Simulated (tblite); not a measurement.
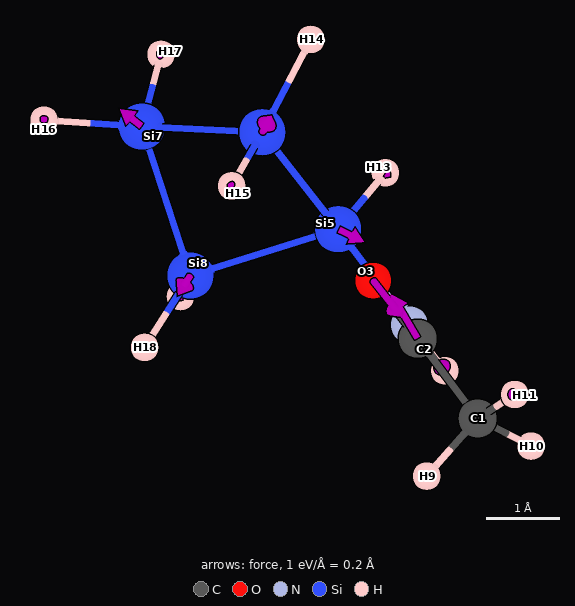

Starting geometry of C$_{2}$H$_{11}$NOSi$_{4}$ with the computed forces as purple arrows. A ball-and-stick model, seen from a free direction.

Theory: tblite 0.8.0, GFN2-xTB geometry optimisation, gas phase. 

Q: What follows when this structure is relaxed?

A: It isn't relaxed: the largest force vector, on the O atom, is 4.55 eV/Å. The final displacements have little in common with the starting forces (cosine between the two patterns 0.10). After 225 geometry steps the energy has fallen by 1.719 eV. An H atom moves most after the best rigid fit: 2.04 Å. By element the largest moves are H 2.04 Å, O 1.46 Å, Si 1.02 Å, C 0.75 Å, N 0.31 Å. Some distances before and after: O–Si 3.043 → 2.743 Å, Si–Si 2.229 → 2.363 Å, C–N 1.427 → 1.332 Å, C–O 1.288 → 1.228 Å. Bond angles that change, for instance: N–Si–H 115.8° → 95.1°, Si–Si–H 109.4° → 127.6°, Si–Si–H 111.3° → 127.8°. Groups turn about N–Si by about 50°, C–C by about 35°, Si–Si by about 35°. Cost: 2.1 s on 1 thread of Arm Neoverse V2, with other jobs on the host.
